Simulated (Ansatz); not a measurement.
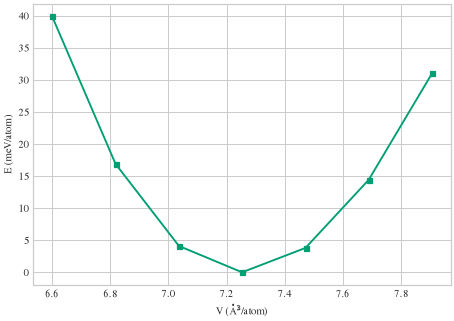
N (bcc (W type), Im-3m) under volume change, PBE (plane waves, PAW; program Ansatz), scaled uniformly.

Problem. What does a third-order Birch–Murnaghan fit give for V₀, B₀ and B′?

Solution. V₀ = 7.25 Å³/atom, B₀ = 191 GPa, B′ = 3.5.

The cell is a constructed one: a structure type filled with these elements; neither database checked (COD, Materials Project) lists it. It is not the usual solid phase (space group No. 205). The PBE relaxation kept the symmetry of its start; its stability against distortions is not shown here. The substance is a gas or liquid at ambient conditions.

Potentials: the later of the program's two PAW sets.
